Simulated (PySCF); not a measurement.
# Run report: C₃H₇FOSi, NMR shielding calculation

The run: NMR shielding calculation of C₃H₇FOSi. Method and program: GIAO BHandHLYP/pcSseg-1 NMR shielding, non-relativistic, gas phase (PySCF 2.14.0).

The geometry comes from this level: PBE0-D3(BJ)/def2-SVP. Figures and captions count atoms from 1; the log counts them from 0 in places.

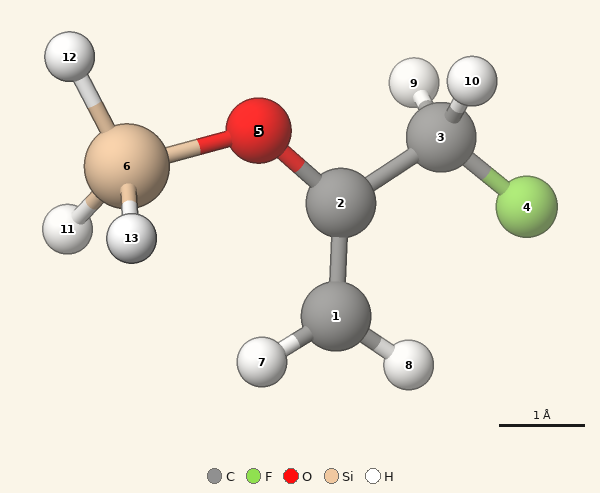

Figure 1. The input geometry (ball-and-stick view, seen at a tilt; atoms are numbered from 1 in the order of the input).

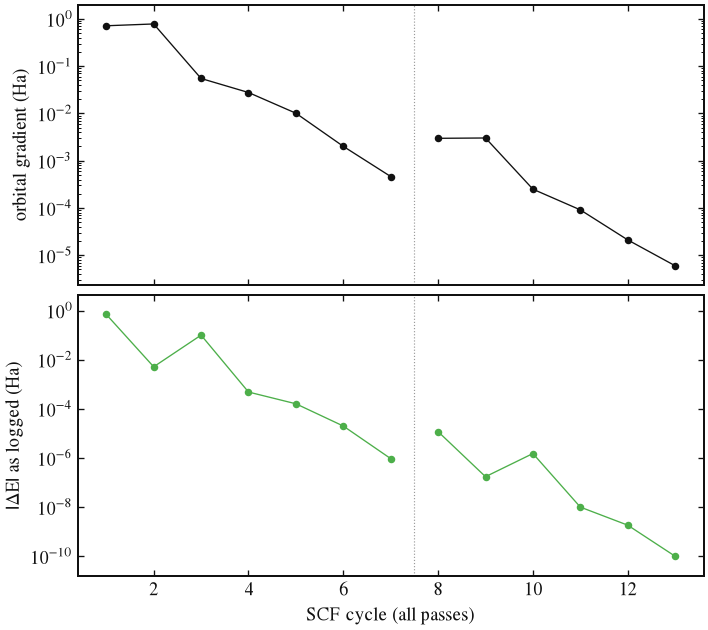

Figure 2. Convergence of the self-consistent field: orbital gradient and size of the energy change against the SCF cycle. The dotted line marks the change from a coarse to the final integration grid. The first 7 cycles use a coarse grid, the final grid takes over at cycle 8, and the field converges after 13 cycles in all.

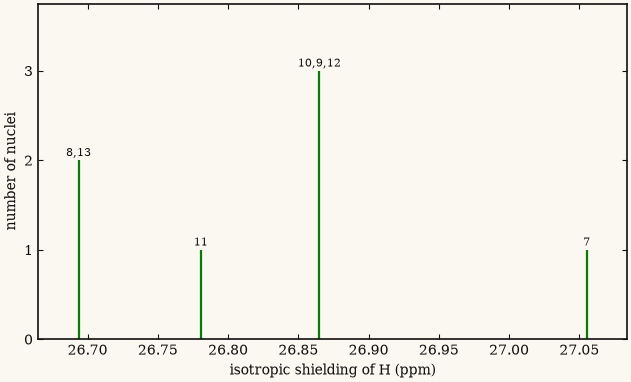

Figure 3. Isotropic shieldings of the hydrogen nuclei in this fixed geometry, labelled by atom number; shielding grows to the right, so chemical shift grows to the left. The least shielded is H8 (26.7 ppm), the most shielded H7 (27.1 ppm).

These pictures come from the run below.

Input file
```
{"job": {"kind": "nmr", "xc": "BHandHLYP", "basis": "pcSseg-1", "pop": false}, "charge": 0, "multiplicity": 1}
C     -0.547086    -1.254033     0.545570
C     -0.187139    -0.359455    -0.377750
C     -0.471500    -0.508054    -1.842128
F     -1.133391    -1.667495    -2.115014
O      0.473513     0.800701    -0.157259
Si     0.872411     1.447859     1.345573
H     -0.323474    -1.121123     1.606572
H     -1.078738    -2.152072     0.233322
H     -1.076992     0.352173    -2.179576
H      0.482317    -0.484711    -2.398970
H     -0.365509     1.663629     2.149974
H      1.542494     2.737830     1.040648
H      1.794002     0.533673     2.081055
```

The first line tells a small driver script what to run in PySCF; the rest is the geometry in Å.

Run as:
```bash
OMP_NUM_THREADS=1 python <driver script> task.json out
```

Log
```
coarse grid: 11400 points
cycle   1  E = -582.7612076981  dE =  6.917e-01  |g| = 7.160e-01  |ddm| = 3.106e+00
cycle   2  E = -582.7560910402  dE =  5.117e-03  |g| = 7.820e-01  |ddm| = 9.201e-01
cycle   3  E = -582.8556486070  dE = -9.956e-02  |g| = 5.487e-02  |ddm| = 4.977e-01
cycle   4  E = -582.8561289360  dE = -4.803e-04  |g| = 2.772e-02  |ddm| = 6.154e-02
cycle   5  E = -582.8562886743  dE = -1.597e-04  |g| = 1.011e-02  |ddm| = 2.771e-02
cycle   6  E = -582.8563085112  dE = -1.984e-05  |g| = 2.012e-03  |ddm| = 8.694e-03
cycle   7  E = -582.8563094472  dE = -9.360e-07  |g| = 4.627e-04  |ddm| = 1.900e-03
final grid: 105968 points
cycle   8  E = -582.8941409607  dE = -1.171e-05  |g| = 2.976e-03  |ddm| = 1.034e-02
cycle   9  E = -582.8941411327  dE = -1.721e-07  |g| = 3.023e-03  |ddm| = 3.978e-03
cycle  10  E = -582.8941426419  dE = -1.509e-06  |g| = 2.495e-04  |ddm| = 1.783e-03
cycle  11  E = -582.8941426519  dE = -9.954e-09  |g| = 9.110e-05  |ddm| = 2.513e-04
cycle  12  E = -582.8941426537  dE = -1.830e-09  |g| = 2.109e-05  |ddm| = 8.743e-05
cycle  13  E = -582.8941426538  dE = -9.948e-11  |g| = 5.984e-06  |ddm| = 2.185e-05
converged SCF energy = -582.8941426538

GIAO shielding tensors (ppm)
atom      isotropic    diamagn.    paramagn.     s11        s22        s33       span
  0 C       94.424     257.618    -163.194     -2.606    114.140    171.737    174.343
  1 C       17.185     253.574    -236.389   -102.924     53.346    101.132    204.056
  2 C      103.699     240.954    -137.255     77.504     79.690    153.902     76.398
  3 F      439.996     470.823     -30.827    414.768    423.513    481.708     66.940
  4 O      248.735     401.595    -152.861    165.959    250.634    329.611    163.652
  5 Si     396.916     878.020    -481.104    360.336    366.372    464.040    103.704
  6 H       27.055      32.625      -5.570     24.734     24.878     31.554      6.820
  7 H       26.669      30.711      -4.043     23.926     26.244     29.837      5.911
  8 H       26.870      27.862      -0.992     22.868     27.708     30.032      7.164
  9 H       26.837      27.724      -0.887     22.825     27.683     30.002      7.177
 10 H       26.781      29.473      -2.692     23.956     25.082     31.303      7.347
 11 H       26.888      28.741      -1.852     23.504     25.362     31.799      8.294
 12 H       26.718      29.455      -2.736     23.837     25.034     31.284      7.447
```

Summary

```tsv
quantity	value
outcome	converged
total energy	−582.894143 hartree
HOMO	−8.07 eV
LUMO	1.09 eV
dipole moment	1.94 D
isotropic shielding, C	17.2 to 103.7 ppm
isotropic shielding, F	440.0 ppm
isotropic shielding, O	248.7 ppm
isotropic shielding, Si	396.9 ppm
isotropic shielding, H	26.7 to 27.1 ppm
hardware	1 CPU thread, shared host
wall time	12 s
peak memory	0.75 GiB
```
